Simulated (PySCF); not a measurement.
# C5H9OSi (doublet): what the fields show

```yaml
atoms:
  - { symbol: C, position_ang: [1.9780, 0.0942, -0.4004] }
  - { symbol: C, position_ang: [0.8265, 0.8053, 0.3168] }
  - { symbol: C, position_ang: [0.0693, -0.1604, 1.1809] }
  - { symbol: C, position_ang: [-0.9671, -0.8872, 0.7832] }
  - { symbol: C, position_ang: [-1.5354, -0.8684, -0.5978] }
  - { symbol: Si, position_ang: [-1.4219, 0.9496, -1.1759] }
  - { symbol: O, position_ang: [0.0209, 1.4657, -0.6333] }
  - { symbol: H, position_ang: [1.5861, -0.7084, -1.0201] }
  - { symbol: H, position_ang: [2.6683, -0.3221, 0.3286] }
  - { symbol: H, position_ang: [2.5069, 0.8011, -1.0347] }
  - { symbol: H, position_ang: [1.2459, 1.6004, 0.9505] }
  - { symbol: H, position_ang: [0.4338, -0.2411, 2.1953] }
  - { symbol: H, position_ang: [-1.4634, -1.5276, 1.5023] }
  - { symbol: H, position_ang: [-2.5525, -1.2568, -0.5973] }
  - { symbol: H, position_ang: [-0.9465, -1.5230, -1.2444] }
  - { symbol: H, position_ang: [-2.4566, 1.7876, -0.5653] }
```

Geometry: GFN2-xTB.

Level of theory: PySCF, UKS B3LYP, pcH-1 on C H O Si, non-relativistic, mean-field spin-orbit, GIAO.

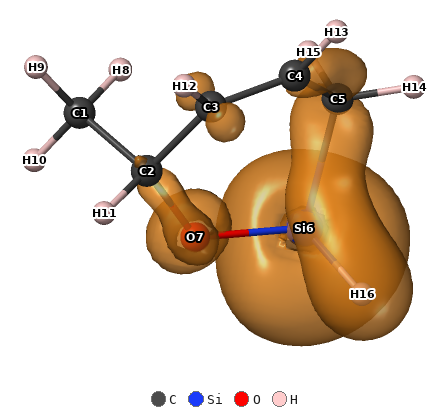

Figure 1. Isosurface of the spin density (α minus β) at +0.015 e/Å³ (orange), seen at a tilt.

Question: Describe the spin distribution.

Answer: The unpaired spin (1 electron) lies mostly on Si6 (about 0.7) and H16 (about 0.1), in electrons by Hirshfeld's partition.

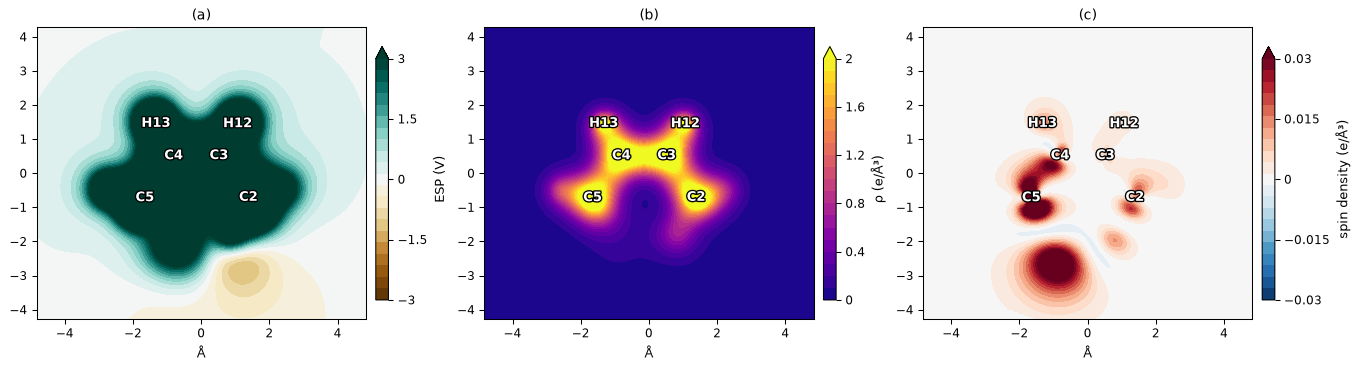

Figure 2. (a) electrostatic potential; (b) total electron density; (c) spin density (α minus β) on the plane of atoms C3, C4 and H13.

Question: Read the bonding off the picture.

Answer:
- Atoms in the plane: C and H.
- C–C (1.33 Å): the density is about 2.3 e/Å³ at the midpoint.
- C–H (1.08 Å): ρ is about 2 e/Å³ halfway.
- C–C (1.49 Å): ρ at the midpoint is about 1.7 e/Å³.
- Outside the dense part of the molecule the potential is most negative (−1.3 V) near O7, which lies off the plane.

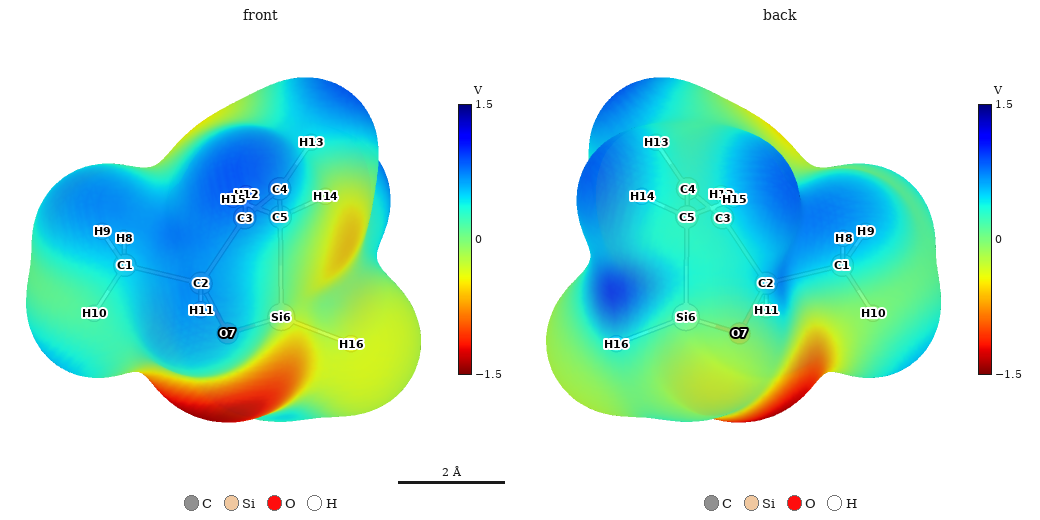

Figure 3. The electrostatic potential painted on the density surface at 0.002 e/bohr³, seen from the front and from behind; red is negative and blue positive.

Question: Where is the surface potential most negative and most positive?

Answer: The most negative region (about −1.4 V) lies over O7, the most positive (about +0.9 V) over Si6 and H12. O7 is the likeliest acceptor of a hydrogen bond.
